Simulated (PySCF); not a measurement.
# BNH3S (SMILES N[B]S) at 4 levels

Wanted: a comparison of 4 runs (ROHF-D4/pob-TZVP, UHF-D4/cc-pVDZ-F12) of BNH3S. Input form: a Python script.

The calculation is run with PySCF 2.14.0.

5 further runs of the same task are left out: 3 that didn't finish, 2 set aside as unsound or not needed.

**1. The system as given**

BNH3S has 6 atoms, charge 0, and is taken as a doublet. SMILES: `N[B]S`. The shape is that of a PBE0-D4/def2-TZVP optimisation. This is a higher conformer, about 7 kJ/mol above the lowest found by a separate search.

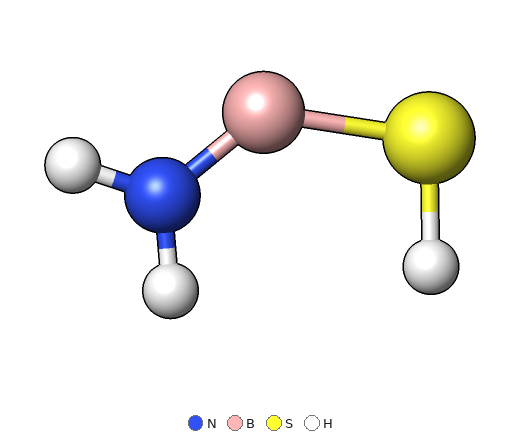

The structure, seen from a chosen angle (nitrogen blue, boron pink, sulfur yellow, hydrogen white).

**2. Energy and forces at ROHF-D4/pob-TZVP (run 1)**

Contents of input.py:

```python
import pyscf.grad
from pyscf import gto

molecule = gto.M(
    atom='''
N
B 1 1.380279
S 2 1.779439 1 132.00294
H 1 1.005359 2 122.45641 3 179.989
H 1 1.010195 4 113.5551 2 179.98879
H 3 1.355171 2 100.01381 1 0.00326
''',
    basis='pob-tzvp',
    max_memory=1860,
    verbose=4,
    spin=1,
)

mf = molecule.ROHF()
mf.init_guess = 'huckel'
mf.disp = 'd4'
mf.max_cycle = 100
mf.kernel()
if not mf.converged:
    mf = mf.newton().run(mf.mo_coeff, mf.mo_occ)

e_tot = mf.e_tot
print('Final energy', e_tot)
grad = mf.Gradients().kernel()
dip = mf.dip_moment()
pop, q = mf.mulliken_pop()
```

Run with:

```bash
OMP_NUM_THREADS=1 python input.py
```

Standard output:

```text
PySCF version 2.14.0

[... 64 lines left out ...]
Atomic HF for atom  N  converged. SCF energy = -53.8420770539219
[... 26 lines left out ...]
Atomic HF for atom  B  converged. SCF energy = -24.2369066301424
[... 26 lines left out ...]
Atomic HF for atom  S  converged. SCF energy = -397.039024031834
[... 2 lines left out ...]
Atomic HF for atom  H  converged. SCF energy = -0.497286349745104
[... 29 lines left out ...]
converged SCF energy = -478.28982290112
Final energy -478.2898229011201
[... 14 lines left out ...]
Dipole moment(X, Y, Z, Debye): -2.50081,  0.00021, -0.36404
[... 44 lines left out ...]
pop of  2 S 2pz           1.42068
pop of  2 S 3px           0.60085
pop of  2 S 3py           0.59973
pop of  2 S 3pz           0.60274
pop of  2 S 4px           1.17000
pop of  2 S 4py           1.28941
pop of  2 S 4pz           0.96558
pop of  2 S 5px           0.28813
pop of  2 S 5py           0.57228
pop of  2 S 5pz           0.13523
pop of  2 S 3dxy          0.00355
pop of  2 S 3dyz          0.00136
pop of  2 S 3dz^2         0.01387
pop of  2 S 3dxz          0.06321
pop of  2 S 3dx2-y2       0.01160
pop of  3 H 1s            0.25482
pop of  3 H 2s            0.32489
pop of  3 H 3s            0.20678
pop of  3 H 2px           0.01433
pop of  3 H 2py           0.01280
pop of  3 H 2pz           0.02604
pop of  4 H 1s            0.25426
pop of  4 H 2s            0.32312
pop of  4 H 3s            0.22838
pop of  4 H 2px           0.01496
pop of  4 H 2py           0.01257
pop of  4 H 2pz           0.02452
pop of  5 H 1s            0.22993
pop of  5 H 2s            0.21706
pop of  5 H 3s            0.48267
pop of  5 H 2px           0.00310
pop of  5 H 2py           0.00488
pop of  5 H 2pz           0.00481
 ** Mulliken atomic charges  **
charge of    0N =     -0.75400
charge of    1B =      0.85237
charge of    2S =     -0.45846
charge of    3H =      0.16034
charge of    4H =      0.14220
charge of    5H =      0.05755
```

Wall time 2.8 s (1 thread of Intel Xeon 6975P-C (Granite Rapids), shared host); peak memory 0.15 GiB.

**3. Energy and gradient at UHF-D4/cc-pVDZ-F12 (density fitting) (run 2)**

Contents of calc.py:

```python
import pyscf.grad
from pyscf import gto, scf

molecule = gto.M(
    atom='''
N     -0.621200     0.083000    -0.756700
B     -0.538400    -0.445500     0.515700
S      0.781100    -0.475200     1.709200
H     -1.454200     0.016000    -1.315600
H      0.135500     0.569200    -1.216600
H      1.739200     0.188500     1.017800
''',
    spin=1,
    verbose=4,
    max_memory=1860,
    charge=0,
    basis='cc-pvdz-f12',
)

calc0 = scf.UHF(molecule)
calc0 = calc0.density_fit()
calc0.disp = 'd4'
calc0.kernel()
if not calc0.converged:
    calc0 = calc0.newton().run(calc0.mo_coeff, calc0.mo_occ)

etot = calc0.e_tot
print('E = %.10f Eh' % etot)
grad = calc0.Gradients().kernel()
```

Run with:

```bash
OMP_NUM_THREADS=1 python calc.py
```

Standard output:

```text
PySCF version 2.14.0

[... 57 lines left out ...]
WARN: Even tempered Gaussians are generated as DF auxbasis for  N H S B
[... 60 lines left out ...]
converged SCF energy = -478.485658184287  <S^2> = 0.75721195  2S+1 = 2.007199
[... 2 lines left out ...]
******** <class 'pyscf.df.grad.uhf.Gradients'> for <class 'pyscf.df.df_jk.DFUHF'> ********
unit = Eh/Bohr
Calc dispersion correction with DFTD4.
Parameters: xc=hf, atm=True
--------------- DFUHF gradients ---------------
         x                y                z
0 N    -0.0031975059    -0.0068569735     0.0128740213
1 B     0.0115630799     0.0019776020     0.0053777693
2 S    -0.0153751172    -0.0064633604     0.0015690386
3 H    -0.0104347162    -0.0005626084    -0.0076368368
4 H     0.0102735004     0.0067023016    -0.0064747724
5 H     0.0071707590     0.0052030388    -0.0057092200
----------------------------------------------
```

It took 4.2 s on 1 thread of Intel Xeon 6975P-C (Granite Rapids), shared host; peak memory 0.3 GiB.

Run 3 isn't shown in full; the table further down has it.

**4. Energy and gradient at UHF-D4/cc-pVDZ-F12 (sfX2C, density fitting, Cartesian functions) (run 4)**

Contents of calc.py:

```python
import pyscf.grad
from pyscf import gto, scf

mol = gto.Mole()
mol.atom = '''
N       -0.621200       0.083000      -0.756700
B       -0.538400      -0.445500       0.515700
S        0.781100      -0.475200       1.709200
H       -1.454200       0.016000      -1.315600
H        0.135500       0.569200      -1.216600
H        1.739200       0.188500       1.017800
'''
mol.cart = True
mol.max_memory = 1860
mol.verbose = 4
mol.spin = 1
mol.basis = 'cc-pvdz-f12'
mol.build()

myscf = scf.UHF(mol)
myscf = myscf.sfx2c1e()
myscf = myscf.density_fit()
myscf.disp = 'd4'
myscf.kernel()
if not myscf.converged:
    myscf = myscf.newton().run(myscf.mo_coeff, myscf.mo_occ)

energy = myscf.e_tot
print('E = %.10f Eh' % energy)
grad = myscf.Gradients().kernel()
```

Run with:

```bash
OMP_NUM_THREADS=1 python calc.py
```

Standard output:

```text
PySCF version 2.14.0

[... 62 lines left out ...]
WARN: Even tempered Gaussians are generated as DF auxbasis for  N B H S
[... 60 lines left out ...]
converged SCF energy = -479.484199904219  <S^2> = 0.75722165  2S+1 = 2.0072087
[... 2 lines left out ...]
******** <class 'pyscf.df.grad.uhf.Gradients'> for <class 'pyscf.df.df_jk.DFsfX2C1eUHF'> ********
unit = Eh/Bohr
Calc dispersion correction with DFTD4.
Parameters: xc=hf, atm=True
--------------- DFsfX2C1eUHF gradients ---------------
         x                y                z
0 N    -0.0030521772    -0.0067236384     0.0126948487
1 B     0.0103504124     0.0016686302     0.0050456532
2 S    -0.0146718166    -0.0065577999     0.0023841590
3 H    -0.0105383717    -0.0005486241    -0.0077571275
4 H     0.0103573139     0.0067641568    -0.0065438496
5 H     0.0075536733     0.0053975573    -0.0058247617
----------------------------------------------
```

It took 6 s on 1 thread of Intel Xeon 6975P-C (Granite Rapids), shared host; peak memory 0.36 GiB.

**5. The series**

```tsv
run	level	integral approximation	iteration cap	energy (Eh)	dipole moment (D)	dispersion energy (kJ/mol)	⟨S²⟩	wall time
1	ROHF-D4/pob-TZVP	none	100	-478.289823	2.53	-35.55	0.750	2.8 s
2	UHF-D4/cc-pVDZ-F12 (density fitting)	auto	50	-478.485658	2.84	-35.55	0.757	4.2 s
3	UHF-D4/cc-pVDZ-F12 (sfX2C, density fitting)	auto	50	-479.479748	2.83	-35.55	0.757	4.5 s
4	UHF-D4/cc-pVDZ-F12 (sfX2C, density fitting, Cartesian functions)	auto	50	-479.484200	2.83	-35.55	0.757	6 s
```

**6. Outcome**

```
                                 quantity          value
                      run 4: total energy  -479.48420 Eh
                     run 4: dipole moment         2.83 D
run 4: HOMO energy (highest over α and β)       -9.07 eV
 run 4: LUMO energy (lowest over α and β)        0.87 eV
                 run 4: dispersion energy  -35.55 kJ/mol
                              run 4: ⟨S²⟩          0.757
          run 4: largest force on an atom     0.835 eV/Å
```

In words: The dipole moment (its size) runs from 2.53 D (ROHF-D4/pob-TZVP) to 2.84 D (UHF-D4/cc-pVDZ-F12). The two ends differ in method and basis. Some runs of one species differ in core potentials or relativity; totals across that change don't compare. All runs together took 18 s, the longest 6 s.
